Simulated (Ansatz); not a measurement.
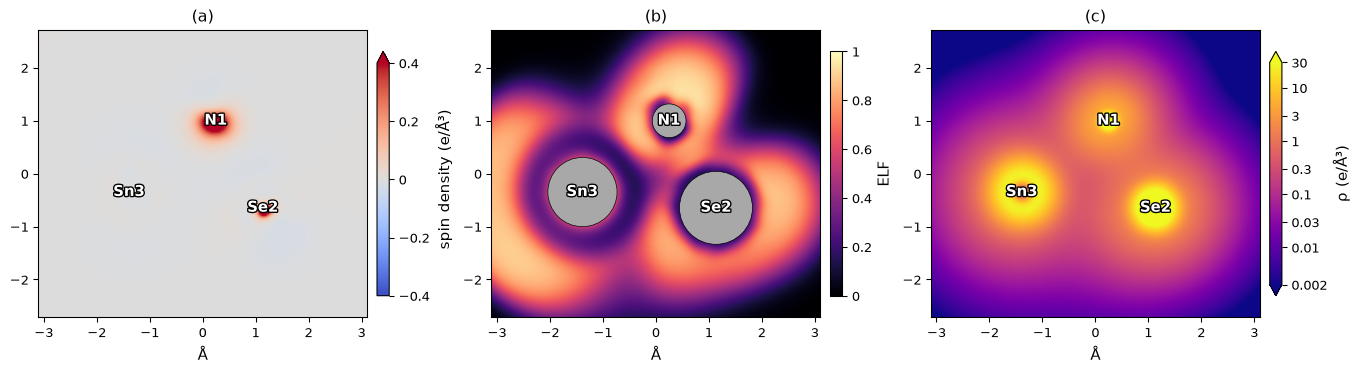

NSeSn (SMILES [N]1=[Sn][Se]1) (doublet). (a) spin density; (b) ELF; (c) electron density on the molecular plane. Grey discs cover the atomic cores in the ELF map.

Geometry: PBE0-D3(BJ)/def2-SVP; core potentials replace the inner electrons of Sn.

The calculation used isolated molecule in a Gaussian basis; Kohn-Sham density functional theory, functional PBE0 (Ansatz).

The calculation's input:

```
crystal:
  periodic: [false, false, false]
  atoms:
    - {symbol: N, position_ang: [0.246771, 0.931526, 0.918353]}
    - {symbol: Se, position_ang: [0.531499, -0.911141, 0.844875]}
    - {symbol: Sn, position_ang: [0.692760, 0.667456, -1.136118]}
basis:
  gaussian: {orbitals: def2-TZVPD}
magnetization: {spin_polarized: true, initial_magnetization: 1}
hamiltonian: {xc: pbe0}
output: {forces: true, orbitals: {seedname: orbitals}}
```

Command:

```sh
ansatz run input.yaml --threads 1 --pin off --max-ram 2610MiB --events-out events.jsonl --progress --plain --runs-dir runs
```

Q: Describe what can be read from this map.

A: The section cuts through N, Se and Sn sites. Se–N (1.87 Å): the density is about 1.1 e/Å³ at the midpoint; the ELF peaks at about 0.80 between the atoms, as expected for a covalent bond. Sn–N (2.12 Å): ρ at the midpoint is about 0.68 e/Å³; the ELF peaks at about 0.85 in the valence shell of N, 0.6 Å from its nucleus, and drops to about 0.15 between the two atoms. Sn–Se (2.54 Å): ρ at the midpoint is about 0.46 e/Å³; the ELF peaks at about 0.55 in the valence shell of Se, 1.0 Å from its nucleus, and drops to about 0.15 between the two atoms. The ELF also peaks beside Se2 and N1, away from the bonds: non-bonding electrons, paired or unpaired. The unpaired spin (1 electron) lies mostly on N1 (about 0.6) and Se2 (about 0.4), in electrons by Hirshfeld's partition, with opposite, polarisation-induced spin on Sn3.
